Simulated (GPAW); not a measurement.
# Polarising 1T-FeClI monolayer with a field along the normal

The dipole of the cell at several fields, atoms fixed. What does the strongest field give, and what length does the slope stand for?

Set-up. GPAW 26.7.0, plane waves (400 eV), PAW setups, PBE, 9×9 mesh, a dipole layer in the vacuum; geometry relaxed without an applied field with GPAW. The cell's area is 12.62 Å², and e/ε0 = 180.95 V Å.

The runs, one held back:

| field (V/Å) | dipole (e Å) |
| --- | --- |
| −0.2 | −0.1059 |
| −0.1 | −0.0731 |
| −0.05 | −0.0567 |
| 0.05 | −0.0238 |
| 0.1 | −0.0074 |
| 0.2 | 0.0256 |
| 0.3 | ? |

Q: What is the dipole at 0.3 V/Å?

Worked answer. A line through the 6 points has the slope α = 0.329 e Å per V/Å and the intercept p₀ = −0.0402 e Å (r.m.s. residual 5.0e−05). At 0.3 V/Å it gives p = −0.0402 + 0.329 × 0.3 = 0.0584 e Å; the run gives 0.0585 e Å, so the response stays linear to 0.1 % of the induced part. Dividing by ε0 and the area: α/(ε0 A) = 0.329 × 180.95 / 12.62 = 4.71 Å, against 2.98 Å between the outer nuclei.

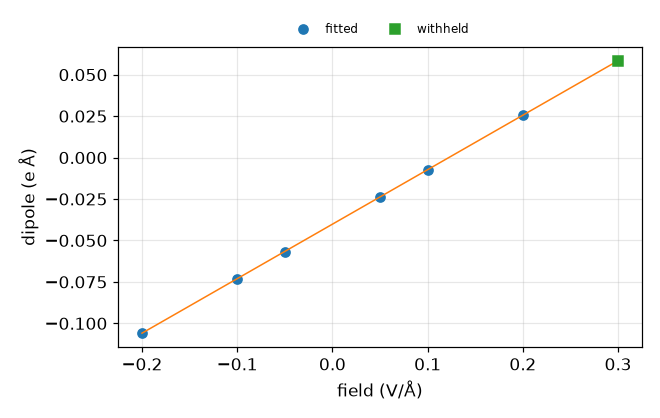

The line and the withheld run.

**Limits.** This is the electronic response alone; ions that move would add to it in polar layers. Spin-polarised runs started from parallel moments; another order may lie lower. Spin-orbit coupling is left out, which matters for the heavier atoms here. Layers with unlike faces were relaxed with their cell in a fully periodic cell without the dipole layer, so their atoms felt a small spurious field.
